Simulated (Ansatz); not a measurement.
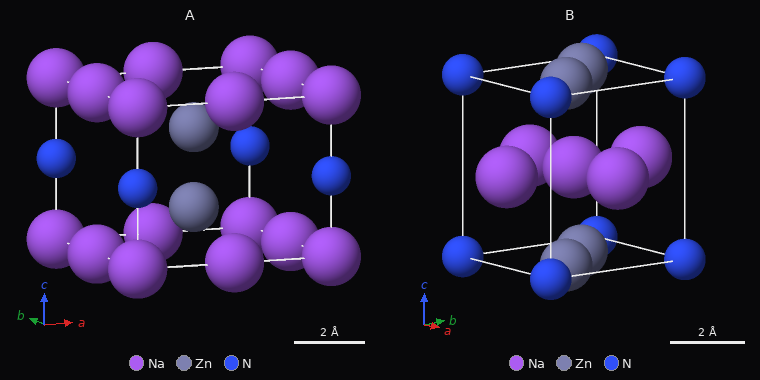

Two structures of Na$_{3}$Zn$_{2}$N, each relaxed to rest (conventional cells in solid outline, small ones repeated, not to one scale). Method: DFT PBE, scalar-relativistic, plane waves, PAW in Ansatz, with collinear spins.

What are A and B?

A: 6 atoms a cell on a primitive tetragonal lattice, P4/mmm. B: CeCo₃B₂ type, P6/mmm.

What is the energy order of the two?

A is lower, by 212 meV/atom at this level of theory (energies at zero smearing). Volumes: A 28.1, B 26.2 Å³/atom.

One or both may be structure types tried for this composition rather than known phases.
